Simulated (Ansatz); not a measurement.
# C2H2F2: what the fields show

```yaml
atoms:
  - { symbol: C, position_ang: [-0.1159, 0.4710, -0.5444] }
  - { symbol: C, position_ang: [0.1050, -0.3946, 0.4201] }
  - { symbol: F, position_ang: [-0.4549, -0.3636, 1.6076] }
  - { symbol: F, position_ang: [0.9192, -1.4221, 0.3430] }
  - { symbol: H, position_ang: [0.3942, 0.3606, -1.4884] }
  - { symbol: H, position_ang: [-0.8056, 1.2848, -0.3842] }
```

Geometry: PBE0-D4/def2-TZVP.

Method: Ansatz 0.2.0, isolated molecule in a Gaussian basis; Hartree-Fock.

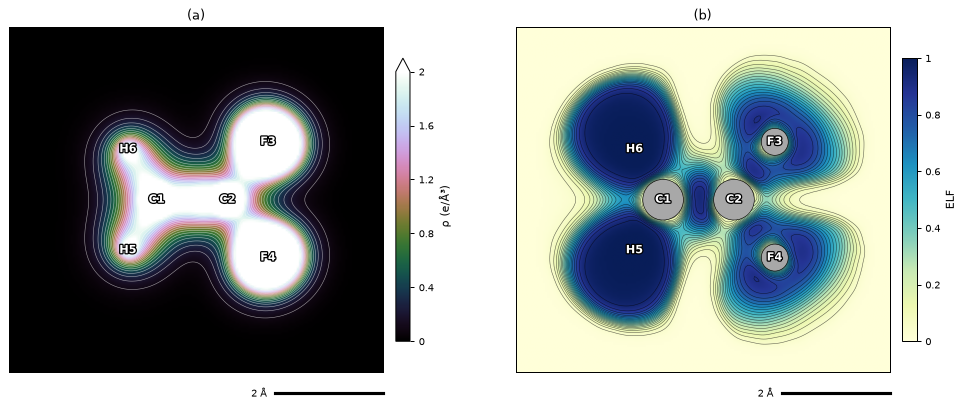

Figure 1. (a) electron density; (b) electron localisation function on the molecular plane. Grey discs cover the atomic cores in the ELF map.

Interpret the plot.

- The plane passes through C, F and H nuclei.
- C–F (1.31 Å): ρ is about 2.5 e/Å³ halfway; the ELF peaks at about 0.90 between the atoms (a shared but strongly polarised pair).
- C–C (1.31 Å): ρ is about 2.4 e/Å³ halfway; the ELF peaks at about 0.95 between the atoms: a multiple bond.
- C–H (1.08 Å): ρ at the midpoint is about 2 e/Å³; the ELF climbs to about 1 towards the hydrogen, as it does in any bond to H; a covalent bond by its length.
- The ELF also peaks beside F4 and F3, away from the bonds: lone-pair regions.

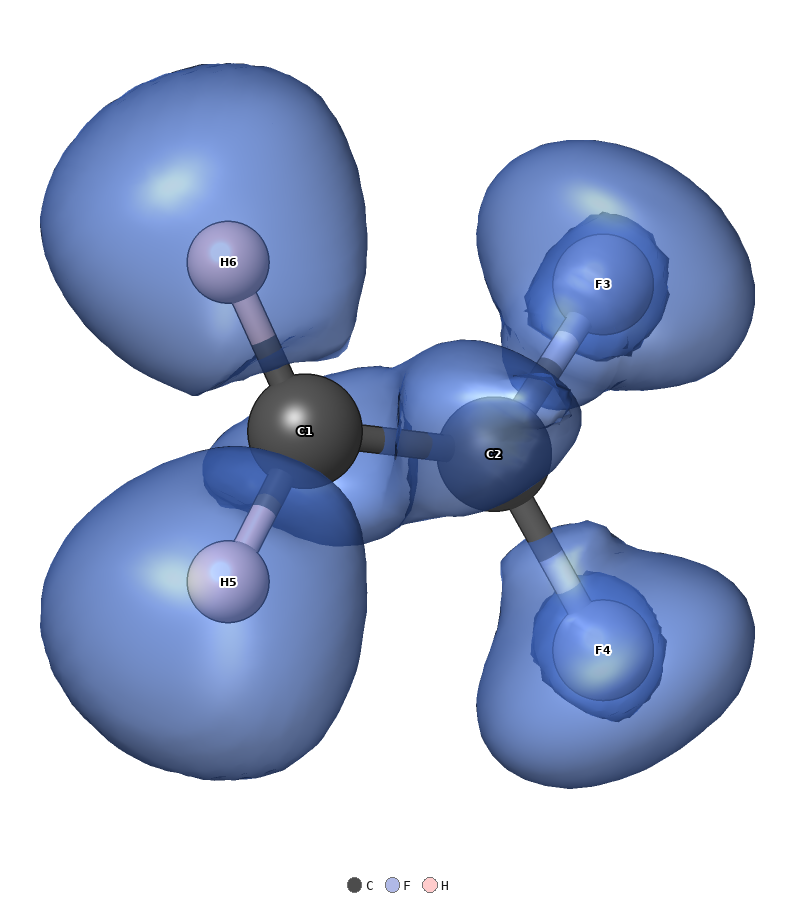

Figure 2. Isosurface of the electron localisation function at 0.75 (blue), seen at an oblique angle. Core shells and regions of very low density are left out.

Describe the localisation domains.

At this value the surface marks out one region between bonded C–C atoms (shared pairs), two regions around hydrogen nuclei and two regions on F in which the atom's valence shell and bonds are merged.

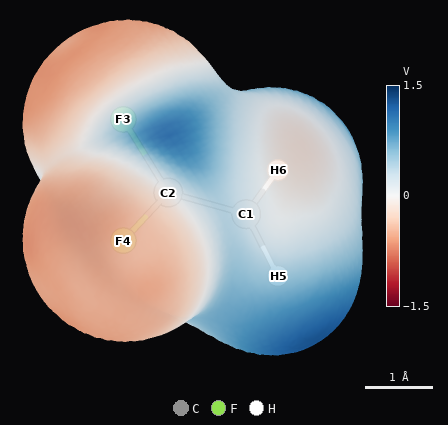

Figure 3. The molecular electrostatic potential painted on the density surface at 0.002 e/bohr³, seen at a tilt; red is negative and blue positive.

Which sites attract a positive test charge, and which a negative one?

A positive charge is drawn to the negative regions and a negative charge to the positive ones. The most negative region (about −0.6 V, or −14 kcal/mol for a unit charge) lies over F3 and F4, the most positive (about +1.3 V, or +30 kcal/mol for a unit charge) over H5 and H6.
